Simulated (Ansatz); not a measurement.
**H2HfO3···HF: density, localisation and related maps**

```xyz
8

Hf   -0.9457    0.8158    0.2518
F     0.5463   -2.3824   -0.5745
O    -0.6591    0.2848   -1.4435
H     0.2961   -1.7422   -1.1902
O     0.1976    2.3810    0.5914
O    -0.3577   -0.6850    1.3583
H     0.8917    2.8145    0.0682
H     0.0306   -1.4865    0.9384
```

Core potentials replace the inner electrons of Hf; not at a stationary point (largest force 1.6 eV/Å).

Method: Ansatz, UKS PBE-D4/def2-SVP.

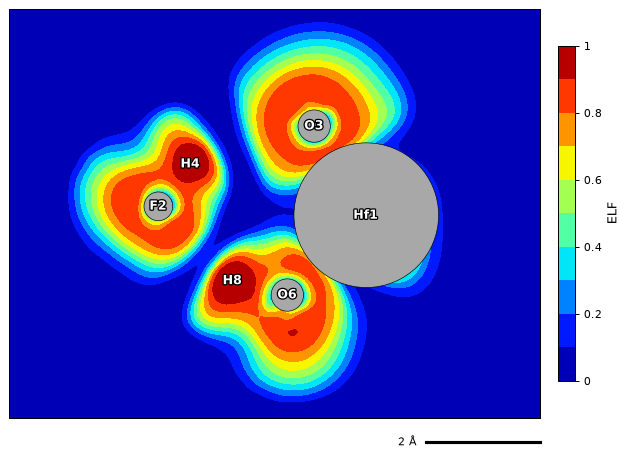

Figure 1. ELF on the plane of atoms Hf1, O6 and H8. Grey discs cover the atomic cores.

Read the bonding off the picture.

Answer. The section cuts through Hf, F, O and H sites. F2···H8 (1.83 Å): the ELF dips to about 0.10 between them (a closed-shell contact with the geometry of a hydrogen bond). Hf–O (1.80 Å): the ELF peaks at about 0.85 in the valence shell of O, 0.5 Å from its nucleus, and drops to about 0.35 between the two atoms. F–H (0.92 Å): the ELF climbs to about 1 towards the hydrogen, as it does in any bond to H (a covalent bond by its length). Hf–O (1.96 Å): the ELF peaks at about 0.85 in the valence shell of O, 0.6 Å from its nucleus, and drops to about 0.20 between the two atoms. O–H (0.98 Å): the ELF climbs to about 1 towards the hydrogen (a covalent bond by its length). The ELF also peaks beside F2, away from the bonds: lone-pair regions.

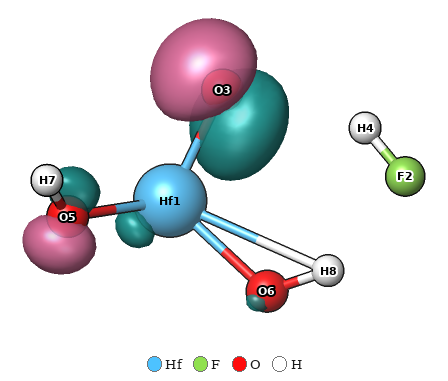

Figure 2. The HOMO at ±0.2 Å⁻³ᐟ² (teal and pink are the two phases), seen across its widest extent.

What is the character of this orbital?

Answer. Its weight (Hirshfeld) is mainly on O3 (about 70 %), Hf1 (about 15 %) and O5 (about 10 %); largely a lone pair of O3. Its energy is −6.54 eV.

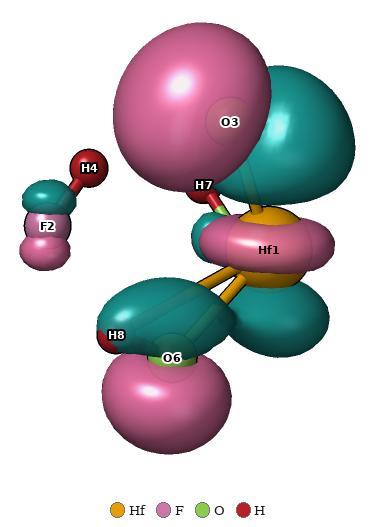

Figure 3. The HOMO−1 at ±0.1 Å⁻³ᐟ² (teal and pink are the two phases), seen at an oblique angle.

What is the character of this orbital?

Answer. By Hirshfeld shares it lies mainly on O3 (about 65 %), O6 (about 15 %) and Hf1 (about 15 %). Its energy is −6.71 eV.
